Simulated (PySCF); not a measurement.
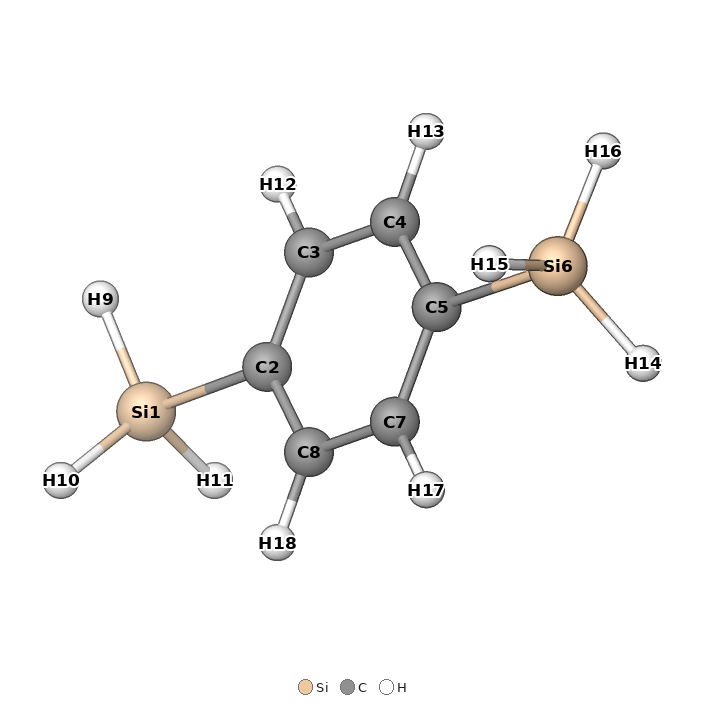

The species has charge +1 and is a spin doublet. Computed geometry: GFN2-xTB optimisation. No frequency run is at hand to confirm it as a minimum. Method: UKS B3LYP, pcH-1 on C H Si, non-relativistic (PySCF 2.14.0).

Give the isotropic hyperfine couplings (Fermi-contact term alone) of Si1, C2, C3, C4, C5, Si6, C7, C8, H9, H10, H11, H12, H13, H14, H15, H16, H17, H18.

```csv
atom,isotope,a_iso (MHz)
Si1,29Si,23.1
C2,13C,25.1
C3,13C,−7.1
C4,13C,−7.3
C5,13C,25.1
Si6,29Si,23.1
C7,13C,−7.1
C8,13C,−7.2
H9,1H,2.0
H10,1H,37.4
H11,1H,87.8
H12,1H,−4.6
H13,1H,−4.4
H14,1H,37.5
H15,1H,87.8
H16,1H,2.0
H17,1H,−4.2
H18,1H,−4.1
```

The geometry is semi-empirical. Around Si such bond lengths and angles can be off by a tenth of an ångström or more and by several degrees, and values that hang on the shape move with them.
